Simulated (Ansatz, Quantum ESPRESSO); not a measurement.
# arsenene, 1 layer, rectangular cell: the energy at a withheld member of a series

Method. Quantum ESPRESSO 7.5, PBE, GBRV ultrasoft. Cell and atoms are first relaxed; each strained cell is then held, the other axis too, and the atoms relax in it. A periodic run with 15 Å of vacuum in the starting cell gives the vacuum levels, and bands follow along a path. The series steps strain along the second axis. Energies count from the lowest.

| strain along the second axis | energy (eV) |
| --- | --- |
| -4 % | 0.0652 |
| -3 % | 0.0363 |
| -2 % | 0.0161 |
| -1 % | 0.0041 |
| 0 % | 0.0000 |
| 1 % | 0.0032 |
| 2 % | 0.0135 |
| 3 % | 0.0302 |

To predict: What is the energy at 4 %?

By hand: The rows at 2 % and 3 % give a slope of (0.0302 − (0.0135))/(3 − (2)) = 0.0167, so a straight line gives 0.0469 eV. A parabola through these and the row at 1 % gives 0.0533 eV.

What the calculation gave: 0.0531 eV. The line misses by −0.0062 and the parabola by +0.0002 eV. The parabola does better.

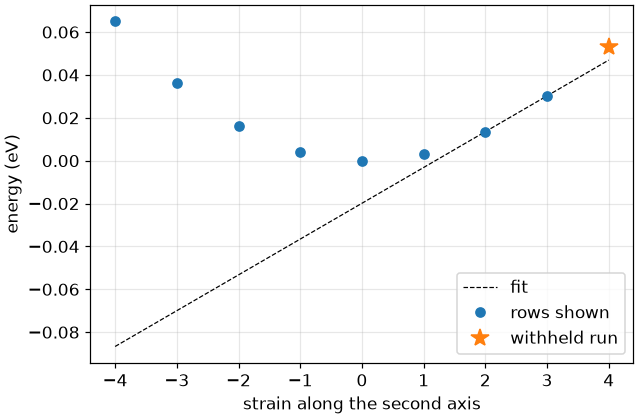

The rows shown, the fit and the withheld run.

**Limits.** Semilocal gaps are too small; the 1×1 cell can't ripple over many cells under compression as a free sheet would. No spin-orbit coupling.
